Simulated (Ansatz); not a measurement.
# How fast states decay through K2LiI2Br, part 3 of 3

A new crystal, K2LiI2Br: structure, gap and complex bands. It is built by putting Li for part of the K in the K3I2Br structure of space group P-3m1, with the volume rescaled by atomic radii. The parent structure comes from the Materials Project.

Ansatz 0.2.0; r2SCAN DFT, plane waves, PAW files (the session's first sound run).

So far, gap on path (eV): step 3 (the bulk crystal and its band edges, r2SCAN) 4.33; step 6 (LDA, cutoff 420 eV) 3.35.

The structure was built from a prototype and need not be the compound's stable phase.

## 7. Complex bands at another level, cutoff 420 eV

This step: LDA DFT, plane waves, PAW files; complex bands by layer matching along the plane's normal (Ansatz 0.2.0).

The complex bands at that level, over its own gap, at (0, 0) and (0.5, 0).

File input.yaml:

```yaml
crystal:
  lattice:
    - [4.606492624, 0.0, 0.0]
    - [2.303246312, 3.989339635, 0.0]
    - [0.0, 0.0, 11.689799182]
  atoms:
    - { symbol: K, position: [0.0, 0.0, 0.5150745482] }
    - { symbol: K, position: [0.6666666667, 0.6666666667, 0.1348748888] }
    - { symbol: Li, position: [0.3333333333, 0.3333333333, 0.8422419765] }
    - { symbol: I, position: [0.6666666667, 0.6666666667, 0.7092146807] }
    - { symbol: I, position: [0.3333333333, 0.3333333333, 0.3271194957] }
    - { symbol: Br, position: [0.0, 0.0, 0.97147441] }
kpoints:
  mp_grid: { grid: [6, 6, 2] }
scf:
  occupations: { method: fixed }
hamiltonian:
  xc: lda
output:
  eigenvalues: true
  transmission:
    leads: [[0, 0]]
    kpoints: [[0.0, 0.0], [0.5, 0.0]]
    e_range: [-1.0, 4.35]
    de: 0.09
```

Command:

```sh
> ansatz run input.yaml --threads 2 --pin off --max-ram 4096MiB --backend cpu --events-out ev --progress --plain --runs-dir out
```

Numbers of over 12 decimals in the logs are rounded to 6 here.

The log of the run:

```text
[...]
Crystal: 6 atoms, lattice volume = 214.822 Å³
Basis set: ecut = 420 eV, 4173 PW (Γ)
Bands: 38, of which v1, the nominal top of the filled ones, is band 31 counted from 1 (30 counted from 0)
Symmetry: 6 space group operations
[...]
k-points: 14 of 72 (time reversal used)
[...]
SCF iter   1: F=—  HF=-20608.382029 eV  |F-HF|=—  |Δ(HF+E_count)|=         —  Δρ=4.54e-3  dr2=2.39e-2  ethr=1.77e-3  ⟨swp⟩=5.9  Hψ=1859  notcnv=0  defer=64
[...]
SCF iter   7: F=-20608.372297 eV  HF=-20608.372297 eV  |F-HF|=3.31e-9  |Δ(HF+E_count)|=   3.04e-8  Δρ=1.65e-6  dr2=7.63e-9  ethr=1.61e-10  ⟨swp⟩=17.1  Hψ=2975  notcnv=0
SCF 1 converged in 7 iterations: F = -20608.372297 eV  dr2 = 7.63e-9
[...]
transmission: 18 of 36 steps passed
transmission: 36 of 36 steps passed
SCF converged after 7 iterations
Free energy (F): -20608.372297 eV
[...]
Internal energy: -20608.372297 eV  (E = F + TS)
E sigma→0 (E₀):  -20608.372297 eV
Fermi energy:    2.353487 eV
[...]
--- Band table (eV; the first three rows and the last of 14) ---
  k-point 0: bands = [... 27 lower, 2.0854, 2.0854, 2.3535, 2.3535, 5.7062, 6.9496, 7.5378, 8.1864, ... 3 higher]
  k-point 1: bands = [... 27 lower, 2.0968, 2.0968, 2.3433, 2.3433, 6.3337, 6.5575, 7.2382, 7.9161, ... 3 higher]
  k-point 2: bands = [... 27 lower, 1.8974, 1.9870, 2.0196, 2.2611, 6.3172, 7.4215, 7.8937, 8.2513, ... 3 higher]
  k-point 13: bands = [... 27 lower, 1.3110, 1.5592, 1.6152, 1.7649, 7.9625, 8.2817, 8.5336, 8.5916, ... 3 higher]
--- Transmission ---
  basis      : 163 plane waves across, 18 finite elements along
  points     : 2, as listed
[...]
channels       : 0.000000e0 a spin
[...]
slowest decay  : 0.2726 /Å at (0.0000, 0.0000)
```

Elapsed: 28 s, on 2 threads of Arm Neoverse V2, shared host; peak memory 0.63 GiB.

Numbers from this step:

| Property | Result |
| --- | --- |
| level to which the leads are filled | 1.676 eV from the Fermi level |
| decay constant at the filling level, zone centre | 0.2726 Å⁻¹ |
| decay constant at the filling level, slowest listed point | 0.2726 Å⁻¹ |

K parallel (0, 0); values up to 1.5 1/Å, a degenerate pair printed once or twice; energies at which all values exceed this have no row. The Im kz of the slowest decaying states by energy, zero at the highest filled level on the SCF mesh:

```csv
energy (eV),decay 1 (Å⁻¹),decay 2 (Å⁻¹),decay 3 (Å⁻¹),decay 4 (Å⁻¹)
-1.000,0.234,1.11,1.24,1.29
-0.460,0.396,1.07,1.19,1.26
-0.010,0.167,1.04,1.15,1.23
0.530,0.245,0.557,0.990,1.09
0.980,0.270,0.639,0.950,1.05
1.520,0.276,0.688,0.900,0.992
1.970,0.263,0.707,0.854,0.944
2.510,0.226,0.711,0.795,0.885
2.960,0.165,0.703,0.740,0.835
3.500,0.664,0.679,0.773,0.985
4.040,0.0239,0.566,0.643,0.707
```

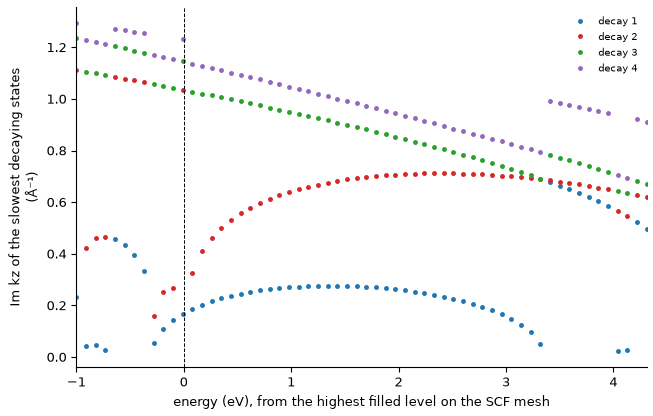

Im kz of the slowest decaying states, plotted against energy.

K parallel (0.5, 0); values up to 1.5 1/Å, a degenerate pair printed once or twice; energies at which all values exceed this have no row. Im kz of the slowest decaying states against energy, zero at the highest filled level on the SCF mesh:

```
energy (eV)  decay 1 (Å⁻¹)  decay 2 (Å⁻¹)  decay 3 (Å⁻¹)  decay 4 (Å⁻¹)
     -1.000         0.0774          0.193          0.576          0.995
     -0.460          0.254          0.286          0.300          0.960
     -0.010          0.355          0.422          0.613          0.927
      0.530          0.407          0.480          0.768          0.883
      0.980          0.427          0.499          0.835          0.844
      1.520          0.434          0.504          0.794          0.882
      1.970          0.430          0.496          0.748          0.904
      2.510          0.412          0.475          0.687          0.913
      2.960          0.387          0.448          0.630          0.909
      3.500          0.343          0.403          0.553          0.892
      4.040          0.273          0.338          0.458          0.863
```

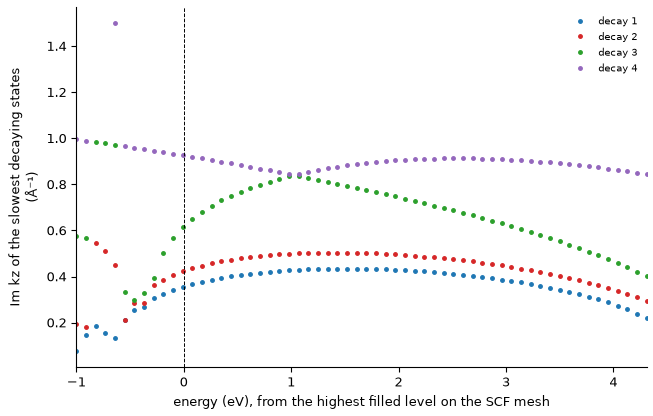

Im kz of the slowest decaying states against energy.

At the listed wavevectors the last open channel is at -0.01 eV and the next at +3.41 eV on the grid. At +1.70 eV, the grid energy nearest the filling level (the middle of the gap on the SCF mesh), the slowest state at the listed wavevectors decays with κ = 0.273 Å⁻¹, its amplitude falling by e over 3.7 Å; the first such run, plane (001), gave 0.320 Å⁻¹.

## 8. Outcome

```yaml
band_gap: 4.33 eV
least_decay_constant_at_mid_gap_normal_to_001: 0.320 Å⁻¹
least_decay_constant_on_a_mesh_normal_to_001: 0.321 Å⁻¹
least_decay_constant_lda: 0.273 Å⁻¹
```

What this shows: With r2SCAN, the slowest decay at the wavevectors tried is κ = 0.320 Å⁻¹, normal to (001). Through such a film the transmission near mid-gap falls as exp(−2κd), a factor of ten every 3.6 Å. A free electron under a barrier of half the gap would need a mass of 0.18 mₑ to decay at this rate. With LDA the gap goes from 4.33 to 3.35 eV and the decay constant, over the first 2 listed wavevectors, from 0.320 to 0.273 Å⁻¹. The compound is made up by substitution; its stability against other phases and against distortions of the cell's symmetry was not tested. r2SCAN still narrows gaps, if less than LDA and GGA do, while spin-orbit coupling, left out here, narrows them in compounds of heavy elements, so the error in κ can go either way.

[Logs are printed without paths, hosts, clocks, repeated set-up lines and the standing remarks that a program may print on its own settings, such as how far it seeks lower states.]

[Hosts, paths, dates, database ids (printed as entryN), source tags and the programs' standing remarks are cut or masked in the printed files.]

[New means built here by substitution; the compound itself may be known and measured.]
